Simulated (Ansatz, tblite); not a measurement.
# SiEt2Me2 (C6H16Si): one state, many levels, part 2 of 2

Aim: run the singlet of SiEt2Me2 (C6H16Si) at one geometry on many levels, and compare frontier levels, spin and run time.

Ansatz 0.2.0, Gaussian basis; as each input shows.

**12. HF/6-31G**

Input file in.yaml:

```yaml
crystal:
  periodic: [false, false, false]
  atoms:
    - {symbol: Si, position_ang: [-0.386299, -0.176535, -0.004488]}
    - {symbol: C, position_ang: [-0.342507, -0.132197, 1.891735]}
    - {symbol: C, position_ang: [0.406008, 1.061406, 2.502627]}
    - {symbol: H, position_ang: [0.105241, -1.080145, 2.243786]}
    - {symbol: H, position_ang: [-1.387565, -0.148077, 2.253420]}
    - {symbol: H, position_ang: [0.391839, 1.039838, 3.605405]}
    - {symbol: H, position_ang: [1.464085, 1.079280, 2.192166]}
    - {symbol: H, position_ang: [-0.038445, 2.021563, 2.191124]}
    - {symbol: C, position_ang: [1.388255, -0.245525, -0.675221]}
    - {symbol: C, position_ang: [1.501689, -0.391669, -2.199882]}
    - {symbol: H, position_ang: [1.908969, -1.083604, -0.175505]}
    - {symbol: H, position_ang: [1.915037, 0.668559, -0.344961]}
    - {symbol: H, position_ang: [2.551474, -0.409844, -2.538151]}
    - {symbol: H, position_ang: [1.030357, -1.323811, -2.553574]}
    - {symbol: H, position_ang: [1.005722, 0.441288, -2.726283]}
    - {symbol: C, position_ang: [-1.247076, 1.375191, -0.659418]}
    - {symbol: H, position_ang: [-2.266587, 1.466597, -0.248036]}
    - {symbol: H, position_ang: [-1.332478, 1.352362, -1.758649]}
    - {symbol: H, position_ang: [-0.691709, 2.288107, -0.386714]}
    - {symbol: C, position_ang: [-1.341898, -1.708325, -0.564578]}
    - {symbol: H, position_ang: [-0.840896, -2.633809, -0.233714]}
    - {symbol: H, position_ang: [-1.429947, -1.748028, -1.663002]}
    - {symbol: H, position_ang: [-2.363278, -1.712612, -0.148096]}
basis:
  gaussian: {orbitals: 6-31G}
hamiltonian: {xc: hf}
scf: {omitted_lower_state_checks: [starts]}
output: {orbitals: {seedname: orbitals}}
```

Started as:

```bash
> ansatz run in.yaml --threads 4 --pin off --events-out ev --progress --plain --max-ram 4787MiB
```

Output:

```text
Functional definition: HF
  name "HF"
  cite "Fock, Z. Phys. 61, 126 (1930) doi:10.1007/BF01340294"
  parent pbe
  exchange = exact_x
  correlation = 0
these checks for a lower state are left out or cut short: starts
1414 factors; integrals over basis functions are off by at most 1.8e-4 eV
mean field evaluation 1: about -14291.6075 eV, gradient 3.6e1 eV
mean field evaluation 2: about -14291.5955 eV, gradient 3.6e1 eV
mean field evaluation 4: about -14295.1786 eV, gradient 2.9e0 eV
mean field evaluation 8: about -14295.2062 eV, gradient 1.5e-2 eV
mean field -14295.20622840 eV, -525.3391392548 hartree, gradient 3.2e-5 eV, S^2 0.000000; 0 other end points of the search recorded, 0 dependent functions left out
reference -14295.20622840 eV, -525.3391392548 hartree; 33, 33 occupied and 66, 66 virtual orbitals, 1414 factors
Total energy: -14295.20622840 eV, -525.3391392548 hartree
Checks for a lower state left out: starts
```

It took 5.5 s on 4 threads of Intel Xeon at 2.50GHz, shared host.

From the report: HOMO -10.62 eV, LUMO 5.42 eV.

**13. B3LYP-D4/6-31G**

Changes to in.yaml since step 12:

```diff
@@ -28,3 +28,3 @@
   gaussian: {orbitals: 6-31G}
-hamiltonian: {xc: hf}
+hamiltonian: {xc: {name: B3LYP}, dispersion: d4}
 scf: {omitted_lower_state_checks: [starts]}
```

The command is unchanged.

Output, shortened:

```text
Functional definition: B3LYP
  name "B3LYP"
  cite "Stephens, Devlin, Chabalowski & Frisch, J. Phys. Chem. 98, 11623 (1994) doi:10.1021/j100096a001"
  cite "Becke, Phys. Rev. A 38, 3098 (1988) doi:10.1103/PhysRevA.38.3098"
  cite "Lee, Yang & Parr, Phys. Rev. B 37, 785 (1988) doi:10.1103/PhysRevB.37.785"
  cite "Vosko, Wilk & Nusair, Can. J. Phys. 58, 1200 (1980) doi:10.1139/p80-159"
[...]
1414 factors; integrals over basis functions are off by at most 1.8e-4 eV
[...]
mean field -14360.15918277 eV, -527.7261163013 hartree, gradient 2.2e-5 eV, S^2 0.000000; 0 other end points of the search recorded, 0 dependent functions left out
reference -14360.15944311 eV, -527.7261258685 hartree; 33, 33 occupied and 66, 66 virtual orbitals, 1414 factors
Total energy: -14361.01849663 eV, -527.7576955032 hartree
Checks for a lower state left out: starts
```

It took 9.1 s on 4 threads of Intel Xeon at 2.50GHz, shared host.

From the report: HOMO -7.34 eV, LUMO 1.90 eV.

**14. CCSD(T)/def2-SVP**

Changes to in.yaml since step 13:

```diff
@@ -27,4 +27,4 @@
 basis:
-  gaussian: {orbitals: 6-31G}
-hamiltonian: {xc: {name: B3LYP}, dispersion: d4}
+  gaussian: {orbitals: def2-SVP, initial_orbitals: start.molden}
+correlation: {method: ccsd_t}
 scf: {omitted_lower_state_checks: [starts]}
```

Launched as before.

Output, shortened:

```text
Functional definition: HF
  name "HF"
  cite "Fock, Z. Phys. 61, 126 (1930) doi:10.1007/BF01340294"
  parent pbe
[...]
1884 factors; integrals over basis functions are off by at most 1.3e-3 eV
[...]
mean field -14292.31486084 eV, -525.2328834568 hartree, gradient 2.8e-6 eV, S^2 0.000000; 0 other end points of the search recorded, 0 dependent functions left out
11 core orbitals not correlated: weight in the atoms' cores, before any rotation towards them, 1.000 or more for the frozen orbitals, at most 0.000 for the correlated occupied ones
reference -14292.31486084 eV, -525.2328834568 hartree; 22, 22 occupied and 149, 149 virtual orbitals, 1884 factors
second order -26.60423003 eV of doubles, -0.00000000 eV of singles
cycle   1  -28.52466849 eV  change    -1.9e0 eV  update   1.0e-1
[...]
cycle   8  -29.37136368 eV  change   -9.5e-6 eV  update   1.8e-5
perturbative correction -0.87140694 eV, -0.0320236145 hartree
Total energy: -14322.55763146 eV, -526.3442847781 hartree
Checks for a lower state left out: starts
```

It took 2.4 min on 4 threads of Intel Xeon at 2.50GHz, shared host; peak memory 2.6 GiB.

Hartree-Fock HOMO -10.83 eV, LUMO 4.24 eV; T1 0.008.

**15. MP2/def2-TZVP**

Changes to in.yaml since step 14:

```diff
@@ -27,4 +27,4 @@
 basis:
-  gaussian: {orbitals: def2-SVP, initial_orbitals: start.molden}
-correlation: {method: ccsd_t}
+  gaussian: {orbitals: def2-TZVP, initial_orbitals: start.molden}
+correlation: {method: mp2}
 scf: {omitted_lower_state_checks: [starts]}
```

The command is unchanged.

Output:

```text
Functional definition: HF
  name "HF"
  cite "Fock, Z. Phys. 61, 126 (1930) doi:10.1007/BF01340294"
  parent pbe
  exchange = exact_x
  correlation = 0
these checks for a lower state are left out or cut short: starts
2196 factors; integrals over basis functions are off by at most 1.3e-3 eV
mean field evaluation 1: about -14300.7249 eV, gradient 3.1e1 eV
mean field evaluation 2: about -14301.7016 eV, gradient 9.7e-1 eV
mean field evaluation 4: about -14301.9647 eV, gradient 5.8e-3 eV
mean field evaluation 8: about -14301.9647 eV, gradient 8.2e-7 eV
mean field -14301.96473554 eV, -525.5875098114 hartree, gradient 9.4e-7 eV, S^2 0.000000; 0 other end points of the search recorded, 0 dependent functions left out
11 core orbitals not correlated: weight in the atoms' cores, before any rotation towards them, 1.000 or more for the frozen orbitals, at most 0.000 for the correlated occupied ones
reference -14301.96473554 eV, -525.5875098114 hartree; 22, 22 occupied and 286, 286 virtual orbitals, 2196 factors
second order -31.39419870 eV of doubles, -0.00000000 eV of singles
Total energy: -14333.35893425 eV, -526.7412253339 hartree
Checks for a lower state left out: starts
```

Run time: 21 s. Hardware: 4 threads of Intel Xeon at 2.50GHz, shared host; peak memory 1.2 GiB.

From the report: Hartree-Fock HOMO -10.77 eV, LUMO 3.34 eV.

**16. RPA/def2-TZVP**

Changes to in.yaml since step 15:

```diff
@@ -28,4 +28,4 @@
   gaussian: {orbitals: def2-TZVP, initial_orbitals: start.molden}
-correlation: {method: mp2}
+hamiltonian: {xc: pbe}
+correlation: {method: rpa}
 scf: {omitted_lower_state_checks: [starts]}
-output: {orbitals: {seedname: orbitals}}
```

The command is unchanged.

Output, shortened:

```text
Functional definition: PBE
  name "PBE"
  cite "Perdew, Burke & Ernzerhof, Phys. Rev. Lett. 77, 3865 (1996) doi:10.1103/PhysRevLett.77.3865"
  parent pbe
[...]
2196 factors; integrals over basis functions are off by at most 1.3e-3 eV
[...]
mean field -14351.17311282 eV, -527.3958843215 hartree, gradient 8.3e-7 eV, S^2 0.000000; 0 other end points of the search recorded, 0 dependent functions left out
11 core orbitals not correlated: weight in the atoms' cores, before any rotation towards them, 1.000 or more for the frozen orbitals, at most 0.000 for the correlated occupied ones
reference -14300.09748640 eV, -525.5188896709 hartree; 22, 22 occupied and 286, 286 virtual orbitals, 2196 factors
Total energy: -14353.83601329 eV, -527.4937441090 hartree
Checks for a lower state left out: starts
```

Run time: 29 s. Hardware: 4 threads of Intel Xeon at 2.50GHz, shared host; peak memory 1.1 GiB.

**17. Comparison**

```
                 level  functions  HOMO (eV)  LUMO (eV)  gap (eV)   time
             HF/STO-3G         55      -9.31      13.49     22.80  2.2 s
              HF/6-31G         99     -10.62       5.42     16.03  5.5 s
       PBE-D4/def2-SVP        182      -6.35       0.62      6.97  8.5 s
      PBE-D4/def2-TZVP        319      -6.41       0.09      6.50   14 s
   r2SCAN-D4/def2-TZVP        319      -6.66       0.78      7.45   21 s
  r2SCANh-D4/def2-TZVP        319      -7.13       1.00      8.13   33 s
        B3LYP-D4/6-31G         99      -7.34       1.90      9.23  9.1 s
    B3LYP-D4/def2-TZVP        319      -7.50       0.54      8.04   23 s
      PBE0-D4/def2-SVP        182      -7.66       1.44      9.10   12 s
     PBE0-D4/def2-TZVP        319      -7.68       0.86      8.53   21 s
CAM-B3LYP-D4/def2-TZVP        319      -9.06       1.60     10.67   44 s
```

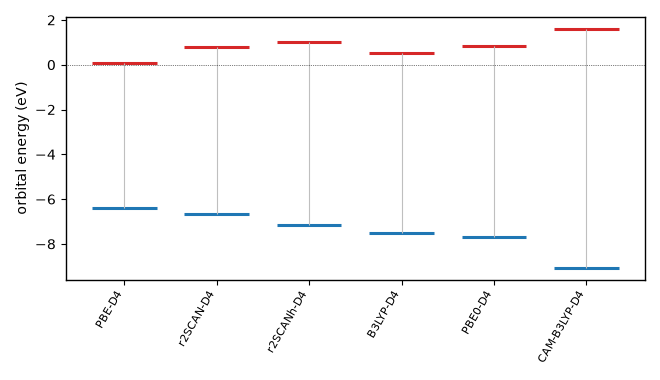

Highest filled (blue) and lowest empty (red) level in def2-TZVP.

Energy pieces by basis (eV):

| basis | HF | MP2 correlation | CCSD correlation | (T) | total |
| --- | --- | --- | --- | --- | --- |
| def2-SVP | -14292.3149 | -26.6042 | -29.3714 | -0.8714 | -14322.5576 |
| def2-TZVP | -14301.9647 | -31.3942 |  |  | -14333.3589 (MP2) |

**18. Binding energy**

Free atoms were run apart at each level; binding is atoms less cluster, divided by the number of atoms, without zero-point or spin-orbit terms.

Differences are taken before rounding.

```
                method  binding an atom (eV)  from CCSD(T)/def2-SVP (eV)     time
             HF/STO-3G                 3.930                      +0.088    2.2 s
              HF/6-31G                 2.925                      -0.918    5.5 s
           HF/def2-SVP                 3.100                      -0.743         
          HF/def2-TZVP                 3.058                      -0.784         
       PBE-D4/def2-SVP                 4.072                      +0.229    8.5 s
      PBE-D4/def2-TZVP                 4.050                      +0.208     14 s
   r2SCAN-D4/def2-TZVP                 4.008                      +0.166     21 s
  r2SCANh-D4/def2-TZVP                 3.997                      +0.155     33 s
        B3LYP-D4/6-31G                 3.931                      +0.088    9.1 s
    B3LYP-D4/def2-TZVP                 4.004                      +0.161     23 s
      PBE0-D4/def2-SVP                 4.045                      +0.203     12 s
     PBE0-D4/def2-TZVP                 4.019                      +0.176     21 s
CAM-B3LYP-D4/def2-TZVP                 4.018                      +0.175     44 s
          MP2/def2-SVP                 3.849                      +0.007         
         MP2/def2-TZVP                 3.889                      +0.046     21 s
         CCSD/def2-SVP                 3.813                      -0.030         
      CCSD(T)/def2-SVP                 3.843                           0  2.4 min
```

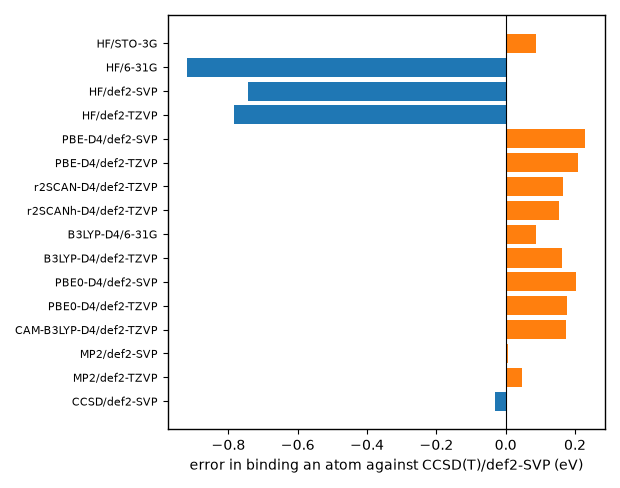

Deviations from CCSD(T)/def2-SVP, method by method.

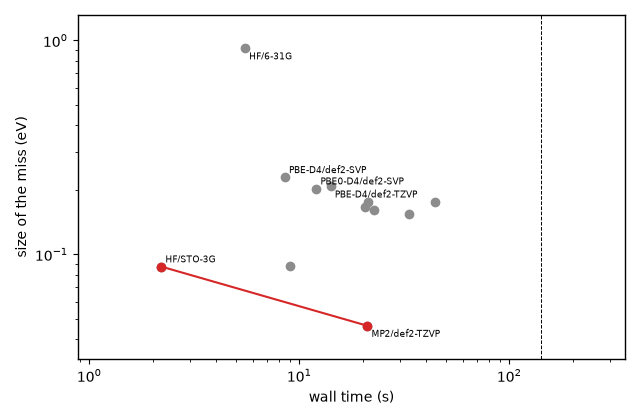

Accuracy for the time spent; red marks the levels that beat every quicker one drawn (of those quicker than the yardstick), and the dashed line is the time of CCSD(T)/def2-SVP. Only those levels and the largest misses are named. Times are from a shared host.

**19. What came out**

This closing draws on all 2 parts.

| quantity | value |
| --- | --- |
| gap in def2-TZVP, named functionals, smallest and largest | 6.50 eV (PBE-D4), 10.67 eV (CAM-B3LYP-D4) |
| correlation energy, CCSD(T)/def2-SVP | -30.24 eV |
| correlation energy, MP2/def2-TZVP | -31.39 eV |
| binding an atom, CCSD(T)/def2-SVP | 3.843 eV |
| PBE0 total energy, smallest basis above largest | 9.66 eV (def2-SVP, def2-TZVP) |

Over the named functionals in def2-TZVP the gap runs from 6.50 eV (PBE-D4) to 10.67 eV (CAM-B3LYP-D4); exact exchange widens it. A small miss in a minimal or small basis is a cancelling of errors, not accuracy. The functionals in def2-TZVP miss CCSD(T)/def2-SVP by +0.155 (r2SCANh-D4) to +0.208 eV (PBE-D4) an atom. The yardstick is in a double-zeta basis, so levels in larger sets aren't compared like for like. The reference is CCSD(T) in one finite basis, so it carries an error of its own, often a tenth of an eV or more, and near misses can't be ranked.

MP2/def2-TZVP reaches 0.046 eV from the reference in 21 s, where CCSD(T)/def2-SVP took 2.4 min; the quickest level in the cost chart, HF/STO-3G, takes 2.2 s and misses by 0.088 eV. The slowest run with a step of its own, CCSD(T)/def2-SVP, took 2.4 min; the quickest functional in def2-TZVP took 14 s (shared host).
